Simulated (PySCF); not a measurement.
Vertical excitations of a molecule CH7ClOSi3 from TDDFT-PBE/def2-SVPD (PySCF 2.14.0), as energy in eV (oscillator strength): 4.23 (0.003), 4.90 (0.006), 5.20 (0.001), 5.26 (0.076), 5.73 (0.006), 5.83 (0.076), 5.88 (0.002), 5.94 (0.011), 6.01 (0.027), 6.09 (0.003). Lowest triplet (TDA): 3.72 eV. Geometry: B3LYP-D3(BJ)/def2-SVP. The values are those of a single conformer.

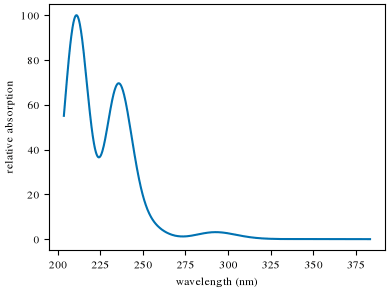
The lines broadened by 0.4 eV.

Problem. Identify the compound among the candidates.
(A) Cl[Si@H]1[SiH2]CO[SiH2]1
(B) Cl[SiH2][C@@H]1O[SiH2][SiH2]1
(C) [SiH3][Si@@H]1OC[Si@@H]1Cl
(D) O[Si@H]1[SiH2]C[Si@@H]1Cl

Solution. D, O[Si@H]1[SiH2]C[Si@@H]1Cl
